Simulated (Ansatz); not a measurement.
**Geometry relaxation of CH9BN2Si (part 1 of 2)**

The run: geometry relaxation of CH9BN2Si, SMILES BC(N)[SiH2]N. Method and program: RKS B3LYP-D4/def2-SVP (Ansatz 0.2.0).

It belongs to a series of runs on one base structure; here: end point B relaxed. Figures and captions count atoms from 1; the log counts them from 0 in places.

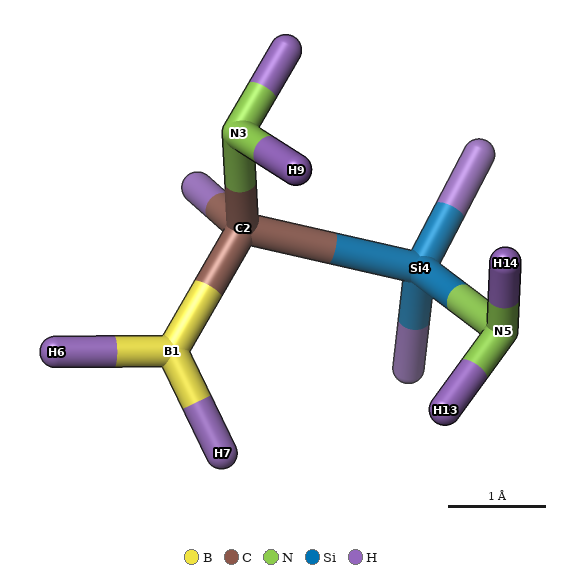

**Figure 1.** The input geometry (stick view, seen at a tilt; atoms are numbered from 1 in the order of the input).

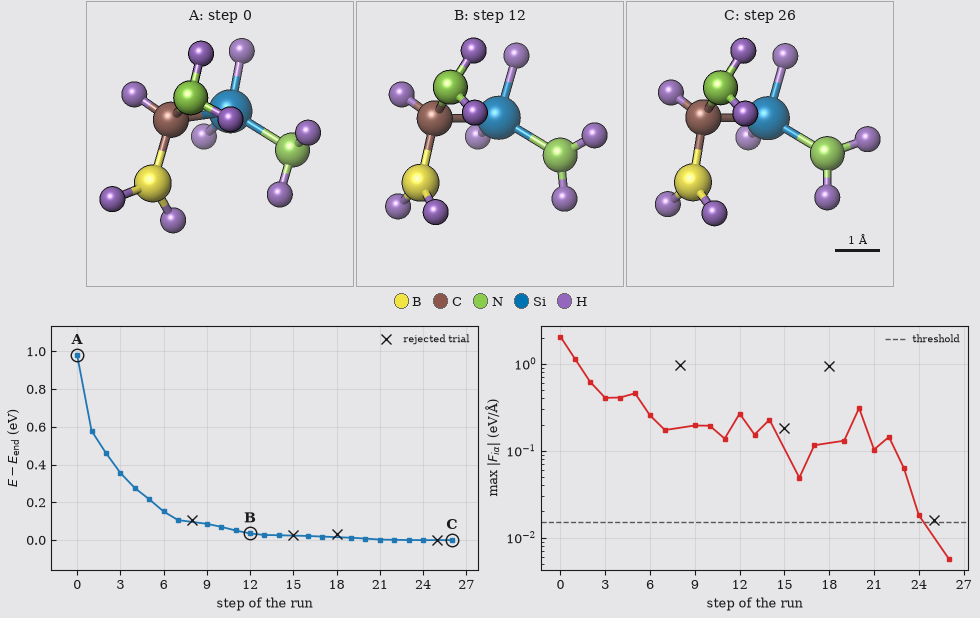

**Figure 2.** Frames of the relaxation (ball-and-stick view, seen at a tilt) above the curves, on which the letters mark them (the first geometry is step 0 here and step 1 in the log).

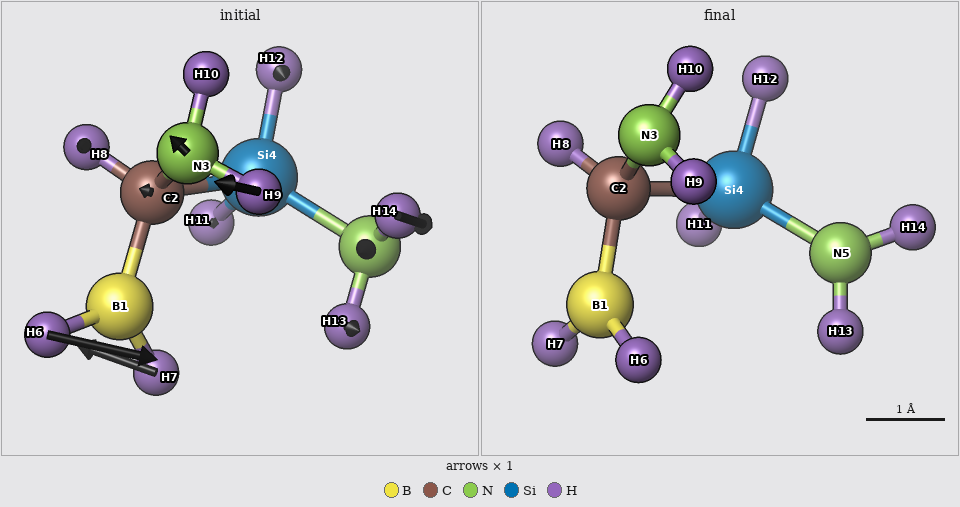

**Figure 3.** Before (left) and after (right) the relaxation, at one scale (ball-and-stick view, seen at a tilt). The black arrows give the displacements, at true length. After 26 geometry steps the energy has fallen by 0.980 eV. The largest force component goes from 2.1 to 0.0057 eV/Å. The line search rejected the trial steps at points 8, 15, 18, 25 (counted from 0) and went back. The atom that moves furthest after the best rigid fit is H6 (1.47 Å). Largest moves by element: H 1.47 Å, N 0.38 Å, Si 0.22 Å, C 0.19 Å, B 0.08 Å. Among the contacts that change: N5–H13 1.104 → 1.016 Å, Si4–H12 1.430 → 1.493 Å, N3–H10 1.059 → 1.019 Å, B1–H6 1.239 → 1.211 Å. Among the angles that change: B1–C2–Si4 110.0° → 95.9°, Si4–N5–H13 108.8° → 120.7°, B1–C2–N3 110.4° → 121.3°. (Atoms are counted from 1 in the order of the input.)

The input that produced these results follows, with the program's output.

Input file:
```yaml
crystal:
  periodic: [false, false, false]
  atoms:
    - { symbol: B, position_ang: [-1.7195, 0.2609, 0.36] }
    - { symbol: C, position_ang: [-0.6416, -0.6986, -0.1578] }
    - { symbol: "N", position_ang: [0.65142, -0.41369, 0.48477] }
    - { symbol: Si, position_ang: [-1.19726, -2.54744, 0.13223] }
    - { symbol: "N", position_ang: [-1.35551, -2.85675, 1.85003] }
    - { symbol: H, position_ang: [-1.6448, 1.4871, 0.1959] }
    - { symbol: H, position_ang: [-2.7229, -0.113, 0.8565] }
    - { symbol: H, position_ang: [-0.53324, -0.56851, -1.2231] }
    - { symbol: H, position_ang: [0.54743, -0.69834, 1.5056] }
    - { symbol: H, position_ang: [1.33993, -1.09245, 0.05147] }
    - { symbol: H, position_ang: [-2.53588, -2.66734, -0.56109] }
    - { symbol: H, position_ang: [-0.24843, -3.41557, -0.49273] }
    - { symbol: H, position_ang: [-1.98967, -2.0705, 2.2955] }
    - { symbol: H, position_ang: [-0.45327, -2.73913, 2.27791] }
basis:
  gaussian: { orbitals: def2-SVP }
hamiltonian:
  xc: b3lyp
  dispersion: d4
relax:
  f_tol: 0.015
  max_steps: 40
```

Command:
```bash
ansatz run input.yaml --threads 2 --pin off --max-ram 3072MiB --backend cpu --events-out ev --progress --plain --runs-dir out
```

Log:
```
The last accepted step is kept in [file] (removed where the run ends without a failure and the disk answers)
Engine: ansatz 0.2.0, x86_64-unknown-linux-gnu
Functional definition: B3LYP
  parameter a0 = 0.2
  parameter ax = 0.72
  parameter ac = 0.81
  exchange = (1 - a0 - ax)*slater_x + ax*b88_x + a0*exact_x
  correlation = (1 - ac)*vwn_rpa_c + ac*lyp_c
1321 factors; integrals over basis functions are off by at most 4.4e-4 eV
mean field evaluation 1: about -12700.1871 eV, gradient 7.1e1 eV
mean field evaluation 2: about -12686.2432 eV, gradient 1.0e2 eV
mean field evaluation 4: about -12711.0994 eV, gradient 4.9e0 eV
mean field evaluation 8: about -12711.1766 eV, gradient 1.1e-1 eV
mean field evaluation 16: about -12711.1766 eV, gradient 1.8e-5 eV
mean field -12711.17664238 eV, -467.1271256626 hartree, gradient 1.8e-5 eV, S^2 0.000000; 0 other end points of the search recorded, 0 dependent functions left out
the calculation of the forces begins
reference -12711.17692280 eV, -467.1271359678 hartree; 24, 24 occupied and 95, 95 virtual orbitals, 1321 factors
relax step   1: F+E_penalty+E_count = -12711.66007269 eV  Δ(F+E_penalty+E_count) = +0.000e0 eV  max|allowed force component| = 2.058e0 eV/Å  Δτ_max = 0.0000 Å  (26 SCF iters, accepted)
these checks for a lower state are left out or cut short: starts, cluster_reference, orbital_swaps, neighbouring_geometries, increment
1321 factors; integrals over basis functions are off by at most 4.5e-4 eV
mean field -12711.59132682 eV, -467.1423650346 hartree, gradient 2.1e-5 eV, S^2 0.000000; 0 other end points of the search recorded, 0 dependent functions left out
[... from here on the field's lines of each further geometry are left out, up to the last ...]
relax step   2: F+E_penalty+E_count = -12712.06142039 eV  Δ(F+E_penalty+E_count) = -4.013e-1 eV  max|allowed force component| = 1.125e0 eV/Å  Δτ_max = 0.1936 Å  (28 SCF iters, accepted)
relax step   3: F+E_penalty+E_count = -12712.17904342 eV  Δ(F+E_penalty+E_count) = -1.176e-1 eV  max|allowed force component| = 6.177e-1 eV/Å  Δτ_max = 0.1041 Å  (29 SCF iters, accepted)
relax step   4: F+E_penalty+E_count = -12712.28437209 eV  Δ(F+E_penalty+E_count) = -1.053e-1 eV  max|allowed force component| = 4.060e-1 eV/Å  Δτ_max = 0.1999 Å  (28 SCF iters, accepted)
relax step   5: F+E_penalty+E_count = -12712.36427095 eV  Δ(F+E_penalty+E_count) = -7.990e-2 eV  max|allowed force component| = 4.095e-1 eV/Å  Δτ_max = 0.1998 Å  (28 SCF iters, accepted)
relax step   6: F+E_penalty+E_count = -12712.42391607 eV  Δ(F+E_penalty+E_count) = -5.965e-2 eV  max|allowed force component| = 4.578e-1 eV/Å  Δτ_max = 0.1913 Å  (28 SCF iters, accepted)
relax step   7: F+E_penalty+E_count = -12712.48867378 eV  Δ(F+E_penalty+E_count) = -6.476e-2 eV  max|allowed force component| = 2.550e-1 eV/Å  Δτ_max = 0.1998 Å  (28 SCF iters, accepted)
relax step   8: F+E_penalty+E_count = -12712.53437703 eV  Δ(F+E_penalty+E_count) = -4.570e-2 eV  max|allowed force component| = 1.728e-1 eV/Å  Δτ_max = 0.1997 Å  (28 SCF iters, accepted)
relax step   9: F+E_penalty+E_count = -12712.53216431 eV  Δ(F+E_penalty+E_count) = +2.213e-3 eV  max|allowed force component| = 9.650e-1 eV/Å  Δτ_max = 0.1952 Å  (28 SCF iters, rejected (line search))
relax step  10: F+E_penalty+E_count = -12712.55412654 eV  Δ(F+E_penalty+E_count) = -1.975e-2 eV  max|allowed force component| = 1.950e-1 eV/Å  Δτ_max = 0.0951 Å  (28 SCF iters, accepted)
relax step  11: F+E_penalty+E_count = -12712.57009831 eV  Δ(F+E_penalty+E_count) = -1.597e-2 eV  max|allowed force component| = 1.938e-1 eV/Å  Δτ_max = 0.0965 Å  (28 SCF iters, accepted)
relax step  12: F+E_penalty+E_count = -12712.58941028 eV  Δ(F+E_penalty+E_count) = -1.931e-2 eV  max|allowed force component| = 1.378e-1 eV/Å  Δτ_max = 0.1500 Å  (28 SCF iters, accepted)
relax step  13: F+E_penalty+E_count = -12712.60511636 eV  Δ(F+E_penalty+E_count) = -1.571e-2 eV  max|allowed force component| = 2.671e-1 eV/Å  Δτ_max = 0.1954 Å  (28 SCF iters, accepted)
relax step  14: F+E_penalty+E_count = -12712.61330491 eV  Δ(F+E_penalty+E_count) = -8.189e-3 eV  max|allowed force component| = 1.534e-1 eV/Å  Δτ_max = 0.1101 Å  (28 SCF iters, accepted)
relax step  15: F+E_penalty+E_count = -12712.61467679 eV  Δ(F+E_penalty+E_count) = -1.372e-3 eV  max|allowed force component| = 2.271e-1 eV/Å  Δτ_max = 0.1003 Å  (29 SCF iters, accepted)
relax step  16: F+E_penalty+E_count = -12712.61457198 eV  Δ(F+E_penalty+E_count) = +1.048e-4 eV  max|allowed force component| = 1.822e-1 eV/Å  Δτ_max = 0.0401 Å  (29 SCF iters, rejected (line search))
relax step  17: F+E_penalty+E_count = -12712.61845328 eV  Δ(F+E_penalty+E_count) = -3.776e-3 eV  max|allowed force component| = 4.887e-2 eV/Å  Δτ_max = 0.0196 Å  (29 SCF iters, accepted)
relax step  18: F+E_penalty+E_count = -12712.62164798 eV  Δ(F+E_penalty+E_count) = -3.195e-3 eV  max|allowed force component| = 1.155e-1 eV/Å  Δτ_max = 0.1000 Å  (28 SCF iters, accepted)
relax step  19: F+E_penalty+E_count = -12712.60965826 eV  Δ(F+E_penalty+E_count) = +1.199e-2 eV  max|allowed force component| = 9.497e-1 eV/Å  Δτ_max = 0.1480 Å  (30 SCF iters, rejected (line search))
relax step  20: F+E_penalty+E_count = -12712.62785951 eV  Δ(F+E_penalty+E_count) = -6.212e-3 eV  max|allowed force component| = 1.303e-1 eV/Å  Δτ_max = 0.0740 Å  (29 SCF iters, accepted)
relax step  21: F+E_penalty+E_count = -12712.63218719 eV  Δ(F+E_penalty+E_count) = -4.328e-3 eV  max|allowed force component| = 3.094e-1 eV/Å  Δτ_max = 0.0735 Å  (29 SCF iters, accepted)
relax step  22: F+E_penalty+E_count = -12712.63752665 eV  Δ(F+E_penalty+E_count) = -5.339e-3 eV  max|allowed force component| = 1.032e-1 eV/Å  Δτ_max = 0.1125 Å  (29 SCF iters, accepted)
relax step  23: F+E_penalty+E_count = -12712.63882247 eV  Δ(F+E_penalty+E_count) = -1.296e-3 eV  max|allowed force component| = 1.441e-1 eV/Å  Δτ_max = 0.0682 Å  (28 SCF iters, accepted)
relax step  24: F+E_penalty+E_count = -12712.64005550 eV  Δ(F+E_penalty+E_count) = -1.233e-3 eV  max|allowed force component| = 6.297e-2 eV/Å  Δτ_max = 0.0168 Å  (29 SCF iters, accepted)
relax step  25: F+E_penalty+E_count = -12712.64040027 eV  Δ(F+E_penalty+E_count) = -3.448e-4 eV  max|allowed force component| = 1.808e-2 eV/Å  Δτ_max = 0.0079 Å  (23 SCF iters, accepted)
relax step  26: F+E_penalty+E_count = -12712.64034366 eV  Δ(F+E_penalty+E_count) = +5.661e-5 eV  max|allowed force component| = 1.607e-2 eV/Å  Δτ_max = 0.0113 Å  (24 SCF iters, rejected (line search))
the calculation of the forces begins
reference -12712.15547295 eV, -467.1630970226 hartree; 24, 24 occupied and 95, 95 virtual orbitals, 1321 factors
relax step  27: F+E_penalty+E_count = -12712.64045363 eV  Δ(F+E_penalty+E_count) = -5.336e-5 eV  max|allowed force component| = 5.721e-3 eV/Å  Δτ_max = 0.0055 Å  (23 SCF iters, accepted)
1321 factors; integrals over basis functions are off by at most 5.0e-4 eV
mean field -12712.15518040 eV, -467.1630862715 hartree, gradient 2.5e-5 eV, S^2 0.000000; 1 other end points of the search recorded, 0 dependent functions left out
the calculation of the forces begins
reference -12712.15547295 eV, -467.1630970226 hartree; 24, 24 occupied and 95, 95 virtual orbitals, 1321 factors
Total energy: -12712.64074618 eV, -467.1809304848 hartree
Atom 0 at    -1.761119     0.196055     0.327729 Å, force    -0.001252     0.004689     0.001354 eV/Å
Atom 1 at    -0.607600    -0.570399    -0.297134 Å, force    -0.000457    -0.005721     0.000484 eV/Å
Atom 2 at     0.757401    -0.363334     0.138130 Å, force     0.002526     0.002666    -0.001228 eV/Å
Atom 3 at    -1.231910    -2.356438     0.249223 Å, force     0.001843    -0.001815    -0.001922 eV/Å
Atom 4 at    -1.174089    -2.518843     1.975094 Å, force    -0.001188     0.001326     0.001614 eV/Å
Atom 5 at    -1.653309     0.682542     1.431790 Å, force     0.000078    -0.000679    -0.000974 eV/Å
Atom 6 at    -2.836749     0.211571    -0.220644 Å, force    -0.001229     0.000960     0.000065 eV/Å
Atom 7 at    -0.681349    -0.663871    -1.397115 Å, force    -0.000976     0.001186    -0.001163 eV/Å
Atom 8 at     0.799853    -0.130153     1.128501 Å, force    -0.000784    -0.001324     0.000955 eV/Å
Atom 9 at     1.354786    -1.175236    -0.013670 Å, force     0.000392    -0.000909     0.000630 eV/Å
Atom 10 at    -2.521739    -2.718442    -0.419248 Å, force     0.000235    -0.000471    -0.000893 eV/Å
Atom 11 at    -0.173883    -3.273944    -0.269006 Å, force     0.000069     0.000475    -0.000117 eV/Å
Atom 12 at    -1.843963    -2.033870     2.564779 Å, force     0.000883    -0.001068     0.001103 eV/Å
Atom 13 at    -0.929609    -3.418957     2.376761 Å, force    -0.000141     0.000685     0.000091 eV/Å
Dipole moment:     0.057087    -0.415949     0.291527 e Å
```

Trajectory as extended XYZ (Å, eV, eV/Å), 15 of the 27 frames kept, from step=1 to step=27:
```
14
Properties=species:S:1:pos:R:3:forces:R:3 step=1 energy=-12711.66007
B    -1.7195    0.2609    0.3600   -0.3336   1.8356  -0.5959
C    -0.6416   -0.6986   -0.1578   -0.1075  -1.9171   0.7271
N     0.6514   -0.4137    0.4848    0.9583  -1.1199   0.8498
Si   -1.1973   -2.5474    0.1322   -1.2894   1.7884  -0.3436
N    -1.3555   -2.8567    1.8500   -1.8892   1.9701   0.6525
H    -1.6448    1.4871    0.1959    0.1799  -0.6009   0.2345
H    -2.7229   -0.1130    0.8565   -0.6501  -0.2980   0.4392
H    -0.5332   -0.5685   -1.2231    0.0082   0.3991  -1.0016
H     0.5474   -0.6983    1.5056    0.5457   0.3485  -1.4860
H     1.3399   -1.0924    0.0515   -0.5886   0.9679   0.9230
H    -2.5359   -2.6673   -0.5611    0.2017  -0.2209   0.2551
H    -0.2484   -3.4156   -0.4927    0.8994  -0.9453  -0.2933
H    -1.9897   -2.0705    2.2955    1.4364  -2.0583  -0.9924
H    -0.4533   -2.7391    2.2779    0.6286  -0.1492   0.6315
14
Properties=species:S:1:pos:R:3:forces:R:3 step=3 energy=-12712.17904
B    -1.7189    0.3685    0.3237   -0.3566  -0.0362  -0.1171
C    -0.6710   -0.7154   -0.1669    0.1336   0.0904   0.2864
N     0.6559   -0.3513    0.4156   -0.0074  -0.2138  -0.0619
Si   -1.2159   -2.5223    0.1443   -0.0275  -0.1389   0.1556
N    -1.4079   -2.9368    1.8475    0.6177   0.3755  -0.0485
H    -1.4833    1.5578    0.2201    0.0798  -0.2497   0.1054
H    -2.8074    0.0453    0.7970    0.3128   0.1083  -0.1819
H    -0.5985   -0.5531   -1.2670   -0.1170   0.0190   0.0756
H     0.6768   -0.5791    1.4105   -0.1285   0.0716   0.0628
H     1.3976   -0.9331    0.0227    0.0051   0.0256  -0.1677
H    -2.5393   -2.7618   -0.5111    0.0438   0.0323  -0.0342
H    -0.1924   -3.4798   -0.3952   -0.0277   0.1240   0.0319
H    -2.0660   -2.3403    2.3443   -0.1796  -0.0492   0.0894
H    -0.5331   -2.9319    2.3897   -0.3486  -0.1589  -0.1959
```
